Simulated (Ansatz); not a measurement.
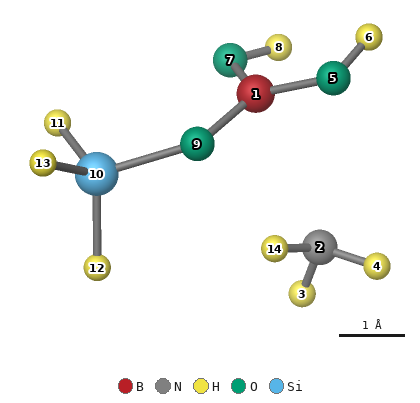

Figure 1. The input geometry (ball-and-stick view, seen at a tilt; atoms are numbered from 1 in the order of the input).

# BSiNH8O3: geometry relaxation (part 1 of 2)

BSiNH8O3, computed with RKS CAM-B3LYP-D4/6-31G* (Ansatz 0.2.0).

It belongs to a series of runs on one base structure; here: end point B relaxed. Figures and captions count atoms from 1; the log counts them from 0 in places.

Input file
```yaml
crystal:
  periodic: [false, false, false]
  atoms:
    - { symbol: B, position_ang: [-0.14192, 0.449535, -0.422111] }
    - { symbol: "N", position_ang: [-0.060006, -0.129013, 2.262817] }
    - { symbol: H, position_ang: [-0.703402, -0.196965, 3.042196] }
    - { symbol: H, position_ang: [0.87109, -0.312454, 2.62041] }
    - { symbol: O, position_ang: [1.153964, 0.037074, -0.548488] }
    - { symbol: H, position_ang: [1.227066, -0.850818, -0.92026] }
    - { symbol: O, position_ang: [-1.250349, -0.306043, -0.703117] }
    - { symbol: H, position_ang: [-1.094704, -1.251397, -0.596263] }
    - { symbol: O, position_ang: [-0.310604, 1.775347, -0.047428] }
    - { symbol: Si, position_ang: [-1.685347, 2.672695, 0.153508] }
    - { symbol: H, position_ang: [-2.880463, 2.039816, -0.451298] }
    - { symbol: H, position_ang: [-1.91547, 2.863136, 1.610626] }
    - { symbol: H, position_ang: [-1.474203, 4.004052, -0.467456] }
    - { symbol: H, position_ang: [-0.056352, 0.858134, 1.954965] }
basis:
  gaussian: { orbitals: "6-31G*" }
hamiltonian:
  xc: cam_b3lyp
  dispersion: d4
relax:
  f_tol: 0.03
  max_steps: 50
output:
  orbitals: {}
```

Command:
```bash
ansatz run input.yaml --threads 4 --pin off --max-ram 5120MiB --backend cpu --events-out ev --progress --plain --runs-dir out
```

Log
```
The last accepted step is kept in [file] (removed where the run ends without a failure and the disk answers)
Engine: ansatz 0.2.0, aarch64-unknown-linux-gnu
Functional definition: CAM-B3LYP
  parameter alpha = 0.19
  parameter beta = 0.46
  parameter omega = 0.33/bohr
  parameter ac = 0.81
  exchange = (1 - alpha - beta)*b88_x + beta*b88_x_sr(omega) + alpha*exact_x + beta*exact_x_lr(omega)
  correlation = (1 - ac)*vwn5_c + ac*lyp_c
1178 factors; integrals over basis functions are off by at most 6.9e-4 eV
429 factors; integrals over basis functions are off by at most 5.3e-7 eV
mean field evaluation 1: about -16305.6592 eV, gradient 7.9e1 eV
mean field evaluation 2: about -16303.1072 eV, gradient 8.9e1 eV
mean field evaluation 4: about -16316.3045 eV, gradient 3.2e0 eV
mean field evaluation 8: about -16316.3417 eV, gradient 1.7e-1 eV
mean field evaluation 16: about -16316.3418 eV, gradient 9.7e-6 eV
mean field -16316.34176647 eV, -599.6145003040 hartree, gradient 9.7e-6 eV, S^2 0.000000; 0 other end points of the search recorded, 0 dependent functions left out
the calculation of the forces begins
reference -16316.34189619 eV, -599.6145050713 hartree; 29, 29 occupied and 81, 81 virtual orbitals, 1178 factors
relax step   1: F+E_penalty+E_count = -16316.58048864 eV  Δ(F+E_penalty+E_count) = +0.000e0 eV  max|allowed force component| = 6.837e-1 eV/Å  Δτ_max = 0.0000 Å  (28 SCF iters, accepted)
these checks for a lower state are left out or cut short: starts, cluster_reference, orbital_swaps, neighbouring_geometries, increment
1178 factors; integrals over basis functions are off by at most 6.9e-4 eV
429 factors; integrals over basis functions are off by at most 5.3e-7 eV
mean field -16316.37264221 eV, -599.6156349667 hartree, gradient 2.3e-5 eV, S^2 0.000000; 0 other end points of the search recorded, 0 dependent functions left out
[... from here on the field's lines of each further geometry are left out, up to the last ...]
relax step   2: F+E_penalty+E_count = -16316.60849539 eV  Δ(F+E_penalty+E_count) = -2.801e-2 eV  max|allowed force component| = 6.555e-1 eV/Å  Δτ_max = 0.1905 Å  (29 SCF iters, accepted)
relax step   3: F+E_penalty+E_count = -16316.61970774 eV  Δ(F+E_penalty+E_count) = -1.121e-2 eV  max|allowed force component| = 6.082e-1 eV/Å  Δτ_max = 0.1005 Å  (28 SCF iters, accepted)
relax step   4: F+E_penalty+E_count = -16316.62419569 eV  Δ(F+E_penalty+E_count) = -4.488e-3 eV  max|allowed force component| = 4.843e-1 eV/Å  Δτ_max = 0.0901 Å  (29 SCF iters, accepted)
relax step   5: F+E_penalty+E_count = -16316.62432962 eV  Δ(F+E_penalty+E_count) = -1.339e-4 eV  max|allowed force component| = 7.394e-1 eV/Å  Δτ_max = 0.1999 Å  (30 SCF iters, accepted)
relax step   6: F+E_penalty+E_count = -16316.64512956 eV  Δ(F+E_penalty+E_count) = -2.080e-2 eV  max|allowed force component| = 2.415e-1 eV/Å  Δτ_max = 0.2000 Å  (30 SCF iters, accepted)
relax step   7: F+E_penalty+E_count = -16316.65246926 eV  Δ(F+E_penalty+E_count) = -7.340e-3 eV  max|allowed force component| = 7.480e-2 eV/Å  Δτ_max = 0.1741 Å  (30 SCF iters, accepted)
relax step   8: F+E_penalty+E_count = -16316.65521911 eV  Δ(F+E_penalty+E_count) = -2.750e-3 eV  max|allowed force component| = 6.771e-2 eV/Å  Δτ_max = 0.0832 Å  (29 SCF iters, accepted)
relax step   9: F+E_penalty+E_count = -16316.61137990 eV  Δ(F+E_penalty+E_count) = +4.384e-2 eV  max|allowed force component| = 1.255e0 eV/Å  Δτ_max = 0.1981 Å  (29 SCF iters, rejected (line search))
relax step  10: F+E_penalty+E_count = -16316.66022552 eV  Δ(F+E_penalty+E_count) = -5.006e-3 eV  max|allowed force component| = 6.838e-2 eV/Å  Δτ_max = 0.0990 Å  (29 SCF iters, accepted)
relax step  11: F+E_penalty+E_count = -16316.66407963 eV  Δ(F+E_penalty+E_count) = -3.854e-3 eV  max|allowed force component| = 2.271e-1 eV/Å  Δτ_max = 0.0975 Å  (30 SCF iters, accepted)
relax step  12: F+E_penalty+E_count = -16316.66682165 eV  Δ(F+E_penalty+E_count) = -2.742e-3 eV  max|allowed force component| = 3.326e-1 eV/Å  Δτ_max = 0.1004 Å  (29 SCF iters, accepted)
relax step  13: F+E_penalty+E_count = -16316.67645000 eV  Δ(F+E_penalty+E_count) = -9.628e-3 eV  max|allowed force component| = 3.828e-1 eV/Å  Δτ_max = 0.1190 Å  (30 SCF iters, accepted)
relax step  14: F+E_penalty+E_count = -16316.70388643 eV  Δ(F+E_penalty+E_count) = -2.744e-2 eV  max|allowed force component| = 5.031e-1 eV/Å  Δτ_max = 0.1950 Å  (29 SCF iters, accepted)
relax step  15: F+E_penalty+E_count = -16316.74932073 eV  Δ(F+E_penalty+E_count) = -4.543e-2 eV  max|allowed force component| = 5.407e-1 eV/Å  Δτ_max = 0.1938 Å  (29 SCF iters, accepted)
relax step  16: F+E_penalty+E_count = -16316.80494864 eV  Δ(F+E_penalty+E_count) = -5.563e-2 eV  max|allowed force component| = 6.466e-1 eV/Å  Δτ_max = 0.1951 Å  (30 SCF iters, accepted)
relax step  17: F+E_penalty+E_count = -16316.85405189 eV  Δ(F+E_penalty+E_count) = -4.910e-2 eV  max|allowed force component| = 5.414e-1 eV/Å  Δτ_max = 0.1992 Å  (29 SCF iters, accepted)
relax step  18: F+E_penalty+E_count = -16316.88417498 eV  Δ(F+E_penalty+E_count) = -3.012e-2 eV  max|allowed force component| = 4.971e-1 eV/Å  Δτ_max = 0.1936 Å  (30 SCF iters, accepted)
relax step  19: F+E_penalty+E_count = -16316.92687528 eV  Δ(F+E_penalty+E_count) = -4.270e-2 eV  max|allowed force component| = 1.846e-1 eV/Å  Δτ_max = 0.2000 Å  (28 SCF iters, accepted)
relax step  20: F+E_penalty+E_count = -16316.95041600 eV  Δ(F+E_penalty+E_count) = -2.354e-2 eV  max|allowed force component| = 2.000e-1 eV/Å  Δτ_max = 0.1950 Å  (29 SCF iters, accepted)
relax step  21: F+E_penalty+E_count = -16316.96885736 eV  Δ(F+E_penalty+E_count) = -1.844e-2 eV  max|allowed force component| = 3.979e-1 eV/Å  Δτ_max = 0.1945 Å  (29 SCF iters, accepted)
relax step  22: F+E_penalty+E_count = -16316.97874620 eV  Δ(F+E_penalty+E_count) = -9.889e-3 eV  max|allowed force component| = 6.423e-1 eV/Å  Δτ_max = 0.1728 Å  (29 SCF iters, accepted)
relax step  23: F+E_penalty+E_count = -16316.99308298 eV  Δ(F+E_penalty+E_count) = -1.434e-2 eV  max|allowed force component| = 2.649e-1 eV/Å  Δτ_max = 0.0746 Å  (31 SCF iters, accepted)
relax step  24: F+E_penalty+E_count = -16317.00176526 eV  Δ(F+E_penalty+E_count) = -8.682e-3 eV  max|allowed force component| = 1.225e-1 eV/Å  Δτ_max = 0.1316 Å  (29 SCF iters, accepted)
relax step  25: F+E_penalty+E_count = -16317.01165674 eV  Δ(F+E_penalty+E_count) = -9.891e-3 eV  max|allowed force component| = 2.113e-1 eV/Å  Δτ_max = 0.0977 Å  (29 SCF iters, accepted)
relax step  26: F+E_penalty+E_count = -16317.01343413 eV  Δ(F+E_penalty+E_count) = -1.777e-3 eV  max|allowed force component| = 5.074e-1 eV/Å  Δτ_max = 0.1674 Å  (29 SCF iters, accepted)
relax step  27: F+E_penalty+E_count = -16317.02167051 eV  Δ(F+E_penalty+E_count) = -8.236e-3 eV  max|allowed force component| = 1.681e-1 eV/Å  Δτ_max = 0.0367 Å  (30 SCF iters, accepted)
relax step  28: F+E_penalty+E_count = -16317.02487656 eV  Δ(F+E_penalty+E_count) = -3.206e-3 eV  max|allowed force component| = 1.018e-1 eV/Å  Δτ_max = 0.0564 Å  (29 SCF iters, accepted)
relax step  29: F+E_penalty+E_count = -16317.02909677 eV  Δ(F+E_penalty+E_count) = -4.220e-3 eV  max|allowed force component| = 7.814e-2 eV/Å  Δτ_max = 0.0939 Å  (29 SCF iters, accepted)
relax step  30: F+E_penalty+E_count = -16317.02479924 eV  Δ(F+E_penalty+E_count) = +4.298e-3 eV  max|allowed force component| = 5.493e-1 eV/Å  Δτ_max = 0.1523 Å  (29 SCF iters, rejected (line search))
relax step  31: F+E_penalty+E_count = -16317.02857955 eV  Δ(F+E_penalty+E_count) = +5.172e-4 eV  max|allowed force component| = 9.156e-2 eV/Å  Δτ_max = 0.0705 Å  (30 SCF iters, rejected (line search))
relax step  32: F+E_penalty+E_count = -16317.03104018 eV  Δ(F+E_penalty+E_count) = -1.943e-3 eV  max|allowed force component| = 3.002e-2 eV/Å  Δτ_max = 0.0343 Å  (30 SCF iters, accepted)
relax step  33: F+E_penalty+E_count = -16317.03338434 eV  Δ(F+E_penalty+E_count) = -2.344e-3 eV  max|allowed force component| = 9.512e-2 eV/Å  Δτ_max = 0.0977 Å  (29 SCF iters, accepted)
relax step  34: F+E_penalty+E_count = -16317.03388334 eV  Δ(F+E_penalty+E_count) = -4.990e-4 eV  max|allowed force component| = 1.624e-1 eV/Å  Δτ_max = 0.0635 Å  (29 SCF iters, accepted)
relax step  35: F+E_penalty+E_count = -16317.03532926 eV  Δ(F+E_penalty+E_count) = -1.446e-3 eV  max|allowed force component| = 8.769e-2 eV/Å  Δτ_max = 0.0201 Å  (24 SCF iters, accepted)
relax step  36: F+E_penalty+E_count = -16317.03494580 eV  Δ(F+E_penalty+E_count) = +3.835e-4 eV  max|allowed force component| = 5.762e-2 eV/Å  Δτ_max = 0.0308 Å  (29 SCF iters, rejected (line search))
relax step  37: F+E_penalty+E_count = -16317.03611963 eV  Δ(F+E_penalty+E_count) = -7.904e-4 eV  max|allowed force component| = 1.777e-2 eV/Å  Δτ_max = 0.0147 Å  (31 SCF iters, accepted)
relax step  38: F+E_penalty+E_count = -16317.03698121 eV  Δ(F+E_penalty+E_count) = -8.616e-4 eV  max|allowed force component| = 3.072e-2 eV/Å  Δτ_max = 0.0575 Å  (29 SCF iters, accepted)
relax step  39: F+E_penalty+E_count = -16317.03740063 eV  Δ(F+E_penalty+E_count) = -4.194e-4 eV  max|allowed force component| = 1.166e-1 eV/Å  Δτ_max = 0.0789 Å  (29 SCF iters, accepted)
relax step  40: F+E_penalty+E_count = -16317.03794406 eV  Δ(F+E_penalty+E_count) = -5.434e-4 eV  max|allowed force component| = 3.659e-2 eV/Å  Δτ_max = 0.0087 Å  (25 SCF iters, accepted)
relax step  41: F+E_penalty+E_count = -16317.03821772 eV  Δ(F+E_penalty+E_count) = -2.737e-4 eV  max|allowed force component| = 5.620e-3 eV/Å  Δτ_max = 0.0151 Å  (25 SCF iters, accepted)
relax step  42: F+E_penalty+E_count = -16317.03846075 eV  Δ(F+E_penalty+E_count) = -2.430e-4 eV  max|allowed force component| = 1.388e-2 eV/Å  Δτ_max = 0.0423 Å  (29 SCF iters, accepted)
relax step  43: F+E_penalty+E_count = -16317.03843864 eV  Δ(F+E_penalty+E_count) = +2.212e-5 eV  max|allowed force component| = 3.719e-2 eV/Å  Δτ_max = 0.0631 Å  (29 SCF iters, rejected (line search))
the calculation of the forces begins
reference -16316.83268643 eV, -599.6325412799 hartree; 29, 29 occupied and 81, 81 virtual orbitals, 1178 factors
relax step  44: F+E_penalty+E_count = -16317.03855152 eV  Δ(F+E_penalty+E_count) = -9.077e-5 eV  max|allowed force component| = 1.712e-2 eV/Å  Δτ_max = 0.0315 Å  (29 SCF iters, accepted)
1178 factors; integrals over basis functions are off by at most 6.5e-4 eV
429 factors; integrals over basis functions are off by at most 6.5e-7 eV
mean field evaluation 320: about -16316.7578 eV, gradient 5.7e0 eV
```

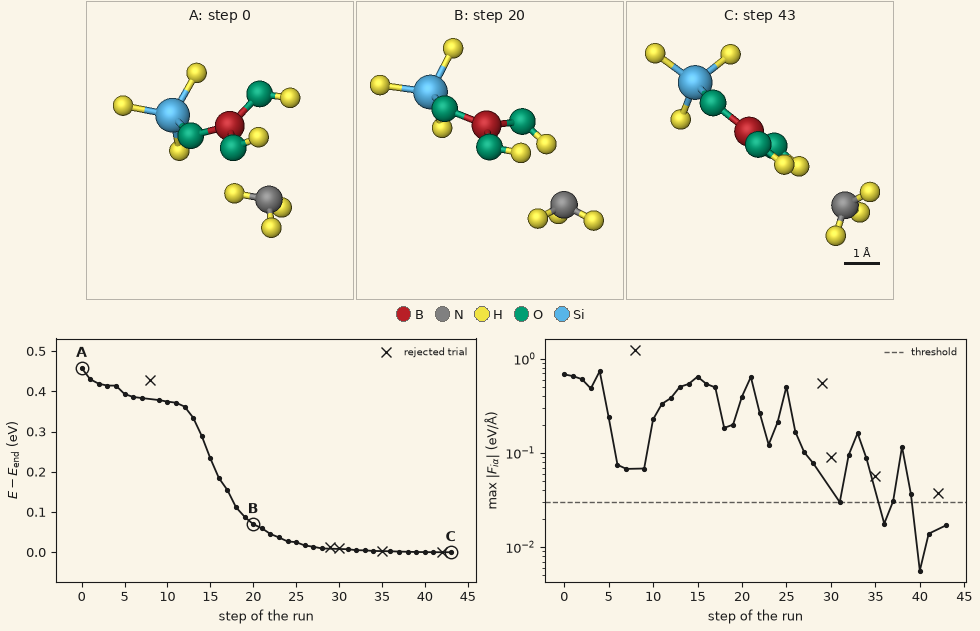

Figure 2. Frames of the relaxation (ball-and-stick view, seen at a tilt) above the curves, on which the letters mark them (the first geometry is step 0 here and step 1 in the log).

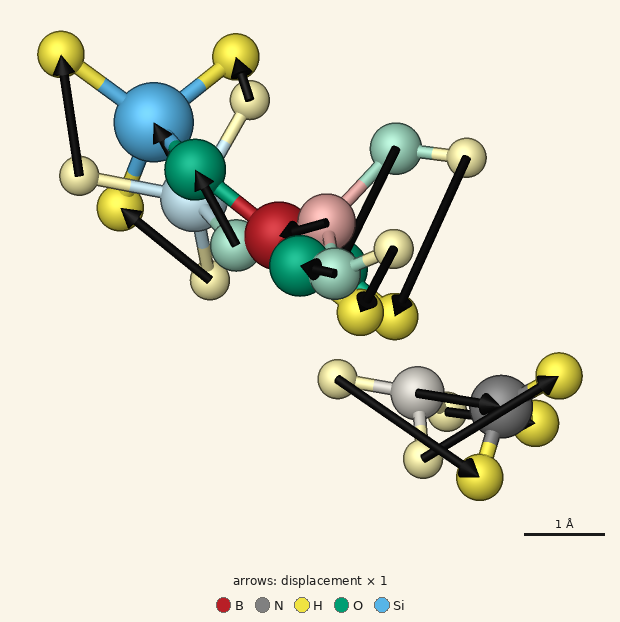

Figure 3. Start (faint) and end (solid) with the displacements as black arrows, at true length (ball-and-stick view, seen at a tilt). The two geometries are laid on each other by the best rigid fit. The largest move after the best rigid fit is that of H14, 2.49 Å. Largest moves by element: H 2.49 Å, O 1.98 Å, N 1.26 Å, Si 1.09 Å, B 0.76 Å. Distances before and after: B1–O9 1.388 → 1.368 Å, O7–H8 0.964 → 0.982 Å, N2–H14 1.034 → 1.018 Å, B1–O7 1.371 → 1.363 Å. Among the angles that change: B1–O9–Si10 130.7° → 126.8°, O9–Si10–H12 108.5° → 111.9°, O5–B1–O7 125.6° → 123.5°. The energy falls by 0.458 eV in 43 geometry steps. Largest force component: 0.68 eV/Å at the start, 0.017 eV/Å at the end. The line search rejected the trial steps at points 8, 29, 30, 35, 42 (counted from 0) and went back. (Atoms are counted from 1 in the order of the input.)
